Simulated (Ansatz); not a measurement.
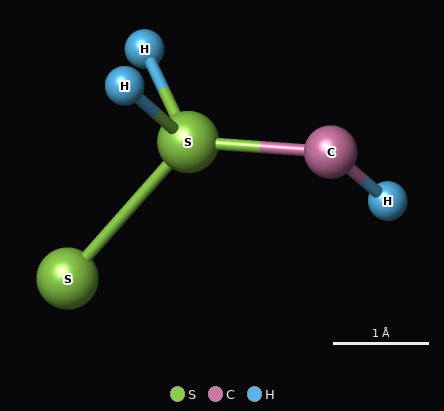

**Figure 1.** The structure (ball-and-stick view, seen at a tilt). Bond lengths as drawn: C–H 1.10 Å, C–S 1.58 Å, H–S 1.35 to 1.43 Å and S–S 2.04 Å.

## Single-point calculation, with input and output: CH3S2 (charge −1)

System: CH3S2, charge −1.
Method: RKS PBE0-D4/def2-TZVPPD (Ansatz 0.2.0).

The geometry comes from this level: PBE0-D4/def2-TZVPD.

Output:
```
Functional definition: PBE0
  name "PBE0"
  cite "Adamo & Barone, J. Chem. Phys. 110, 6158 (1999) doi:10.1063/1.478522"
  cite "Perdew, Burke & Ernzerhof, Phys. Rev. Lett. 77, 3865 (1996) doi:10.1103/PhysRevLett.77.3865"
  parent pbe
  parameter a = 0.25
  parameter kappa = 0.804
  parameter beta = 0.06672455060314922
  exchange = (1 - a)*pbe_x(kappa = kappa, mu = beta*pi^2/3) + a*exact_x
  correlation = pbe_c(beta = beta)
1063 factors; their error is unknown
mean field evaluation 1: about -22737.9494 eV, gradient 5.5e1 eV
mean field evaluation 2: about -22701.7914 eV, gradient 1.2e2 eV
mean field evaluation 4: about -22744.8397 eV, gradient 1.3e1 eV
mean field evaluation 8: about -22745.3461 eV, gradient 1.2e-1 eV
mean field evaluation 16: about -22745.3995 eV, gradient 2.6e-4 eV
mean field -22745.39946385 eV, -835.8780129108 hartree, gradient 3.8e-5 eV, S^2 0.000000; 0 other end points of the search recorded, 0 dependent functions left out
reference -22745.39950848 eV, -835.8780145510 hartree; 21, 21 occupied and 169, 169 virtual orbitals, 1063 factors
Total energy: -22745.53127122 eV, -835.8828567423 hartree
```

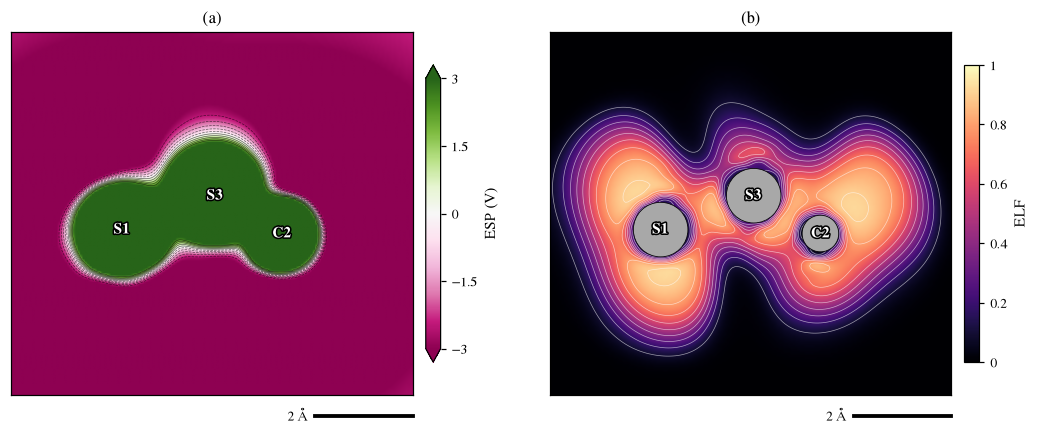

**Figure 2.** (a) molecular electrostatic potential; (b) electron localisation function on the plane of atoms S1, S3 and C2. Grey discs, where drawn, cover atomic cores. C–S (1.58 Å): the ELF peaks at about 0.85 between the atoms, which marks a covalent bond.

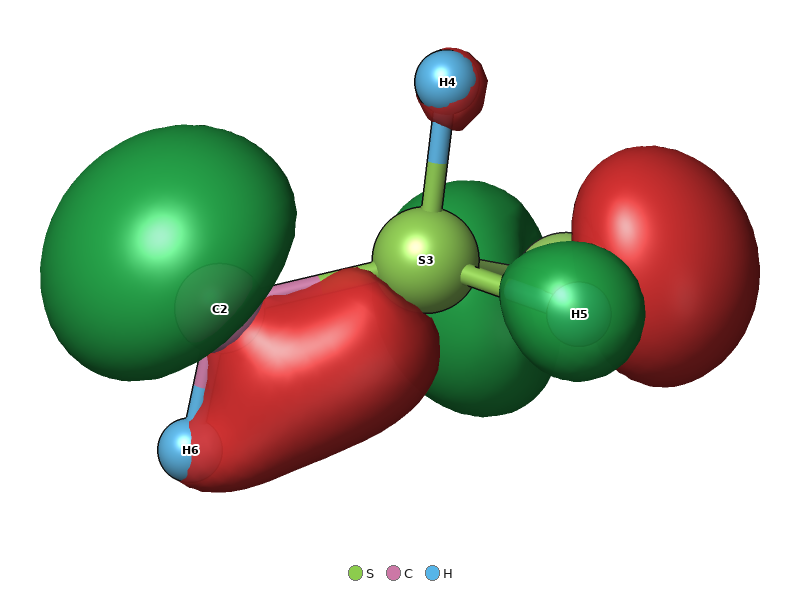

**Figure 3.** The HOMO−1 at ±0.15 Å⁻³ᐟ² (green and red are the two phases), seen at an oblique angle. By Hirshfeld shares it lies mainly on C2 (40 %), S1 (35 %) and S3 (15 %). Its energy is −1.28 eV.

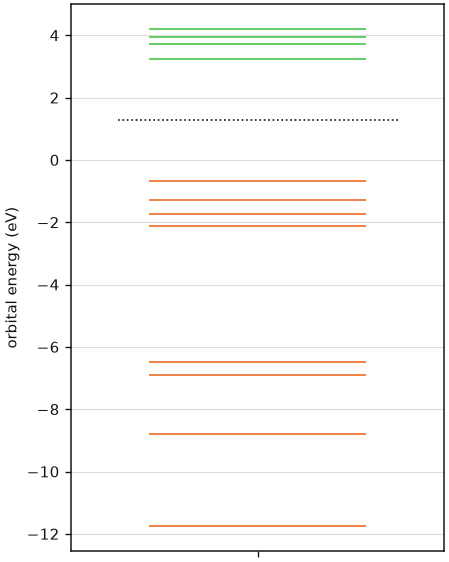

**Figure 4.** Orbital energies near the frontier; the dotted line parts filled from empty levels, and levels within 0.02 eV of each other stand side by side. Highest filled −0.68 eV, lowest empty 3.25 eV, 3.93 eV apart.

This output came from the following input.

Input file:
```yaml
crystal:
  periodic: [false, false, false]
  atoms:
    - {symbol: S, position_ang: [0.733509, 0.741370, -1.813908]}
    - {symbol: C, position_ang: [0.364239, -0.716965, 1.114752]}
    - {symbol: S, position_ang: [-0.220077, -0.051423, -0.194519]}
    - {symbol: H, position_ang: [-1.072746, -0.965810, -0.711853]}
    - {symbol: H, position_ang: [-1.232216, 0.953086, -0.188370]}
    - {symbol: H, position_ang: [1.104695, -0.048546, 1.569124]}
basis:
  gaussian: {orbitals: "def2-TZVPPD.json"}
total_charge: -1
hamiltonian: {xc: pbe0, dispersion: d4}
output: {orbitals: {seedname: orbitals}}
```

Command:
```bash
ansatz run in.yaml --threads 2 --pin off --events-out ev --progress --plain --max-ram 4352MiB
```

Results in brief:

```tsv
quantity	value
outcome	converged
total energy	−22745.5313 eV
mean-field energy	−22745.3995 eV
dispersion energy	−0.1318 eV
SCF solution under orbital rotations	stable
HOMO	−0.68 eV
LUMO	3.25 eV
hardware	2 threads of AMD EPYC, 23 GiB of memory available, shared host
wall time	2.1 s (CPU time 4 s)
peak memory	0.44 GiB
```
